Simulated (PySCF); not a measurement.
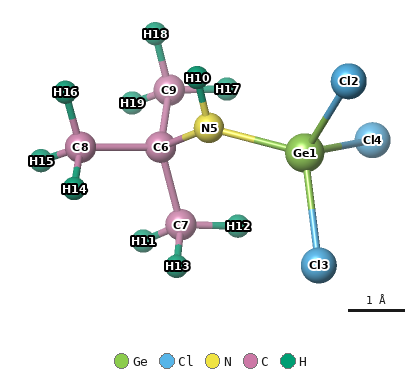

Fig. 1: The structure (ball-and-stick view, seen at a tilt; atoms are numbered from 1 in the order of the input). Sticks mark near contacts.

**Run report: C4H10Cl3GeN, excited-state calculation**

C4H10Cl3GeN (GeCl3(NHtBu)), SMILES CC(C)(C)[NH][Ge]([Cl])([Cl])[Cl], computed with TDDFT B3LYP/def2-SVPD, vertical, gas phase, core orbitals frozen in the response (PySCF 2.14.0).

The geometry comes from this level: PBE0-D3(BJ)/def2-SVP. It belongs to a series of runs on one base structure; here: one ligand: Me to NHtBu.

Log
```
coarse grid: 76928 points
cycle   1  E = -3670.0888543642  dE =  1.661e-01  |g| = 8.162e-01  |ddm| = 1.550e+01
cycle   2  E = -3669.9415886316  dE =  1.473e-01  |g| = 1.194e+00  |ddm| = 4.466e+00
cycle   3  E = -3670.2250821223  dE = -2.835e-01  |g| = 1.137e-01  |ddm| = 3.045e+00
cycle   4  E = -3670.2280713332  dE = -2.989e-03  |g| = 3.946e-02  |ddm| = 4.620e-01
cycle   5  E = -3670.2283517564  dE = -2.804e-04  |g| = 1.793e-02  |ddm| = 1.281e-01
cycle   6  E = -3670.2284295856  dE = -7.783e-05  |g| = 3.270e-03  |ddm| = 4.887e-02
cycle   7  E = -3670.2284321594  dE = -2.574e-06  |g| = 7.716e-04  |ddm| = 8.603e-03
final grid: 157824 points
cycle   8  E = -3670.2283377407  dE = -2.523e-07  |g| = 8.254e-04  |ddm| = 2.793e-02
cycle   9  E = -3670.2283376517  dE =  8.895e-08  |g| = 1.005e-03  |ddm| = 4.464e-03
cycle  10  E = -3670.2283379183  dE = -2.666e-07  |g| = 1.445e-04  |ddm| = 2.388e-03
cycle  11  E = -3670.2283379227  dE = -4.311e-09  |g| = 2.426e-05  |ddm| = 3.314e-04
cycle  12  E = -3670.2283379228  dE = -1.255e-10  |g| = 8.542e-06  |ddm| = 7.520e-05
```

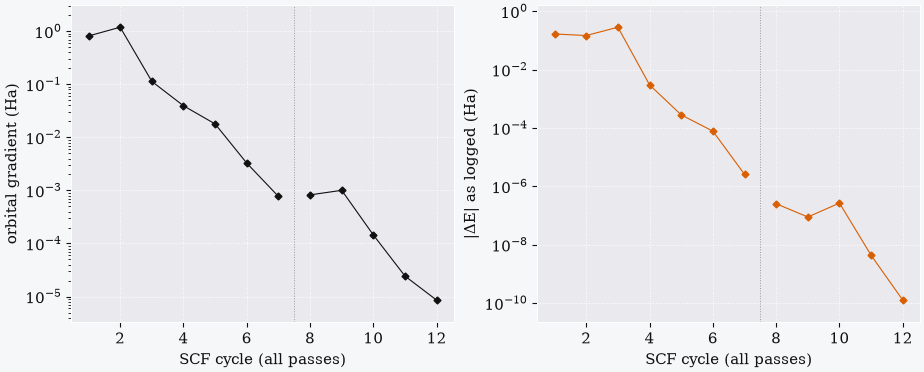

Fig. 2: Convergence of the self-consistent field: orbital gradient and size of the energy change against the SCF cycle. The dotted line marks the change from a coarse to the final integration grid. The first 7 cycles use a coarse grid, the final grid takes over at cycle 8, and the field converges after 12 cycles in all.

```
converged SCF energy = -3670.2283379228

Static polarisability (au): isotropic 127.661, principal 121.320 122.669 138.995

Singlet excitations
state   eV       nm        f      main configurations
  1   4.6655    265.7   0.01730   H->L 0.99
  2   5.9855    207.1   0.00063   H-1->L 0.99
  3   6.2485    198.4   0.03129   H-2->L 0.80, H->L+1 0.11
  4   6.2736    197.6   0.00586   H->L+1 0.56, H-3->L 0.23, H-2->L 0.11
  5   6.3116    196.4   0.03915   H-3->L 0.71, H->L+1 0.20
  6   6.4952    190.9   0.03884   H-4->L 0.90
  7   6.5974    187.9   0.00456   H->L+2 0.86, H->L+1 0.09
  8   6.6687    185.9   0.01918   H-5->L 0.68, H-6->L 0.27
  9   6.7200    184.5   0.03852   H-6->L 0.67, H-5->L 0.25
 10   7.1864    172.5   0.00533   H-7->L 0.84, H-8->L 0.08
 11   7.3141    169.5   0.11090   H->L+3 0.77, H->L+5 0.12
 12   7.3354    169.0   0.00207   H-8->L 0.87, H-7->L 0.09
 13   7.3876    167.8   0.01804   H->L+5 0.69, H->L+4 0.16, H->L+3 0.09
 14   7.4733    165.9   0.00770   H->L+4 0.80, H->L+5 0.13
 15   7.7858    159.2   0.01836   H->L+6 0.46, H->L+7 0.44

Triplet excitations (Tamm-Dancoff, eV): 4.3435 5.6070 5.8016 5.8083
```

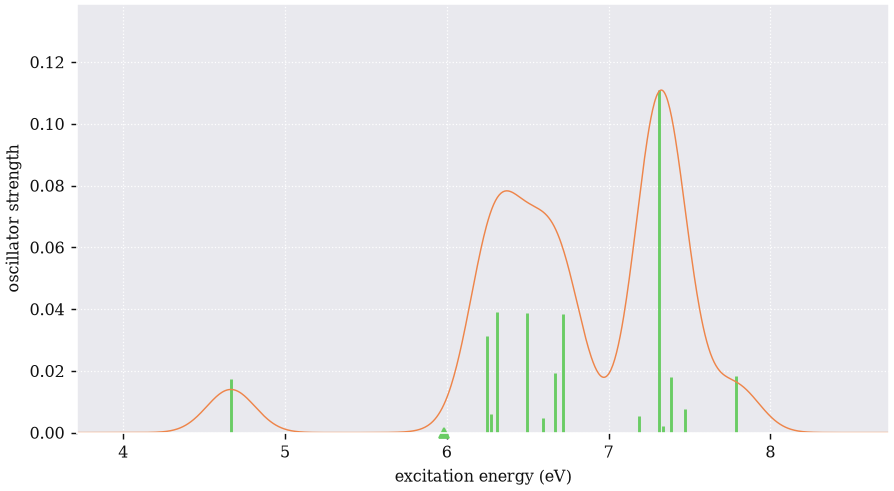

Fig. 3: Computed excitations as sticks (degenerate states added up, dark ones marked on the axis), with a Gaussian envelope of 0.35 eV full width at half maximum, scaled to the tallest. Of the 15 states the lowest lies at 4.67 eV (f = 0.017); the strongest line is at 7.31 eV, or 170 nm (f = 0.111).

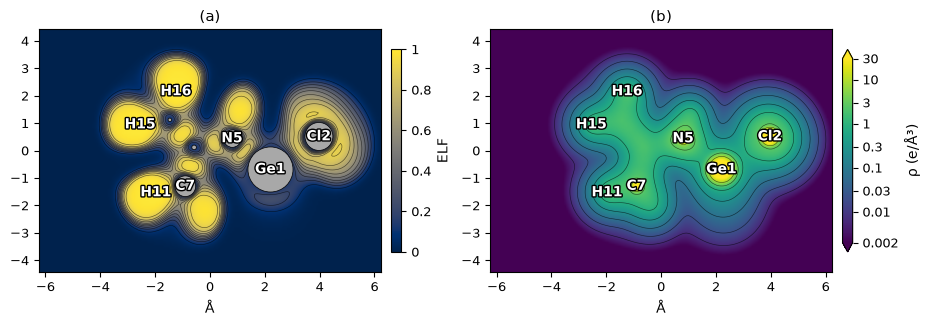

Fig. 4: (a) ELF; (b) total electron density on the plane of atoms Cl2, Ge1 and N5. Grey discs, where drawn, cover atomic cores.

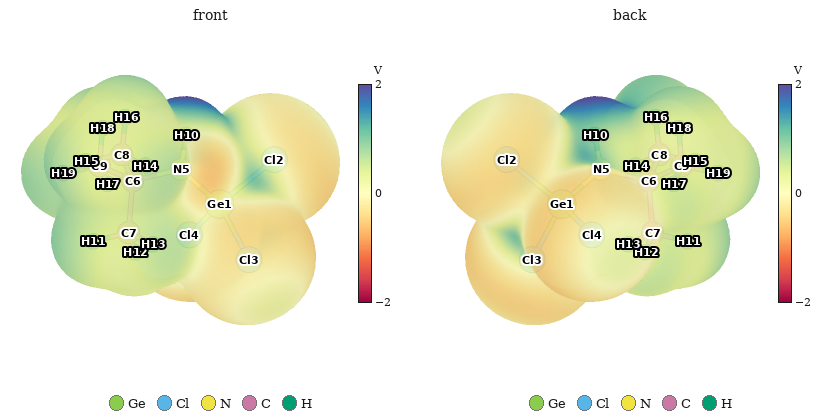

Fig. 5: The molecular electrostatic potential painted on the density surface at 0.002 e/bohr³, seen at a tilt and from behind; red is negative and blue positive. Its dipole moment is 3.18 D.

The run was set up as follows.

Input file
```
{"job": {"kind": "uv", "xc": "B3LYP", "basis": "def2-SVPD", "ip": false, "nstates": 15}, "charge": 0, "multiplicity": 1}
Ge     1.070871     1.098270     1.830538
Cl     0.341675     1.674213     3.755451
Cl     2.932679     0.084242     2.101655
Cl     1.517089     2.893727     0.728668
N     -0.184340     0.055819     1.095385
C     -0.309652    -0.305771    -0.323409
C      1.082883    -0.454139    -0.930828
C     -1.042908    -1.645771    -0.382925
C     -1.099680     0.765969    -1.080329
H     -1.075969     0.133801     1.578312
H      1.004241    -0.775669    -1.979228
H      1.629347     0.502713    -0.925581
H      1.677547    -1.199015    -0.381923
H     -0.473565    -2.417966     0.154420
H     -1.183097    -1.969005    -1.425444
H     -2.038975    -1.567902     0.081694
H     -0.583653     1.736082    -1.027766
H     -2.103678     0.888855    -0.643805
H     -1.223585     0.494986    -2.140284
```

The first line tells a small driver script what to run in PySCF; the rest is the geometry in Å.

Launched with:
```bash
OMP_NUM_THREADS=2 python <driver script> task.json out
```

Results in brief

```json
{"quantity": "outcome", "value": "converged"}
{"quantity": "total energy", "value": "−3670.228338 hartree"}
{"quantity": "HOMO", "value": "−7.42 eV"}
{"quantity": "LUMO", "value": "−1.80 eV"}
{"quantity": "dipole moment", "value": "3.18 D"}
{"quantity": "mean polarisability", "value": "127.66 a.u."}
{"quantity": "lowest singlet excitation", "value": "4.67 eV"}
{"quantity": "hardware", "value": "2 CPU threads, shared host"}
{"quantity": "wall time", "value": "72 s (CPU time 2.7 min)"}
{"quantity": "peak memory", "value": "1.9 GiB"}
```

Remarks

Spin–orbit coupling is left out, which matters for the heavy atoms.
